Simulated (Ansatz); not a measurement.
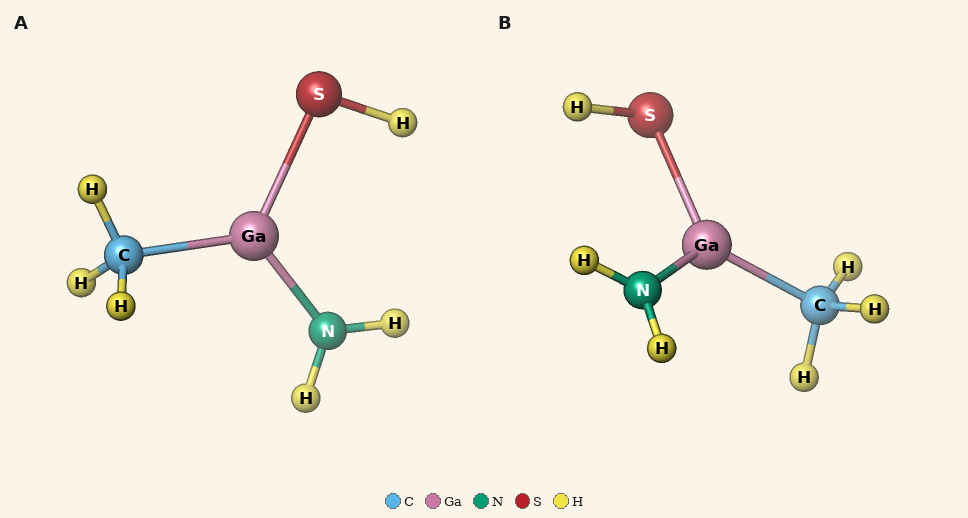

Distant atoms are faded towards the background colour. The computed geometry is a stationary point of PBE0-D4/def2-TZVP, a saddle point of order 1.

How are A and B related: the same structure turned, mirror images, conformers, diastereomers or constitutional isomers?

They are the same structure, CH6GaNS ([CH3][Ga]([NH2])[SH]), seen from two directions. With point group Cs it is achiral, so its mirror image would be the same too.
